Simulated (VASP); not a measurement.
Energy against volume of GaAs (zinc blende). Method: optB86b-vdW, VASP's PBE PAW potentials (set 64) (plane waves; VASP).

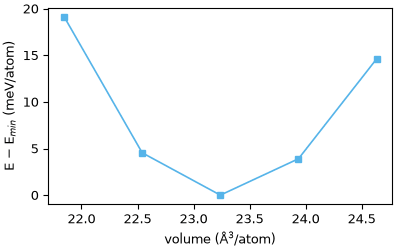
Figure: Energy against volume

Question: Estimate the equilibrium volume and the bulk modulus.

Answer: The minimum lies near 23.2 Å³/atom, and the curvature gives B0 of about 64 GPa.

Measured: bulk modulus 76.7 GPa at 0 K (computed value off by -16.9 %), as given by Daniel Mejia-Rodriguez et al., Physical Review B (2018), arXiv:1807.09216 [0 K value with the zero-point phonon effect removed]; a 5.640 Å at 0 K (computed value off by +1.2 %), as given by Daniel Mejia-Rodriguez et al., Physical Review B (2018), arXiv:1807.09216 [static lattice: zero-point anharmonic expansion removed].

The compound is GaAs in the zinc blende structure. It was relaxed first.
